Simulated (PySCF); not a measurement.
SMILES C(/B)=C/SC at its GFN2-xTB optimised geometry (Å):

```
12

B      2.2304     0.5852     0.0003
C      1.3389    -0.6575     0.0000
C     -0.0072    -0.6575     0.0000
S     -1.0204     0.7547     0.0000
C     -2.6591    -0.0447    -0.0021
H      1.7378     1.6474    -0.0014
H      3.3950     0.4718     0.0027
H      1.7850    -1.6474     0.0009
H     -0.5824    -1.5751    -0.0014
H     -2.7702    -0.6555     0.8890
H     -2.7730    -0.6453    -0.8998
H     -3.3950     0.7524     0.0035
```

Level of theory: B3LYP/def2-TZVP run with PySCF 2.14.0. Cells within 0.4 Å of a nucleus heavier than hydrogen are left out (blank, or x).

Map of the Laplacian of the electron density (e/bohr⁵), clipped to [-1.50, 1.50] on the plane z = 0.0 Å:

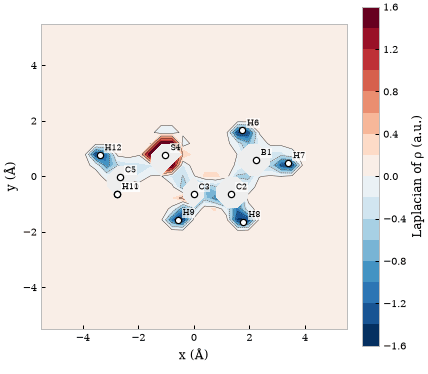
*Laplacian of the electron density (e/bohr⁵), clipped to [-1.50, 1.50] on the plane z = 0.0 Å.*
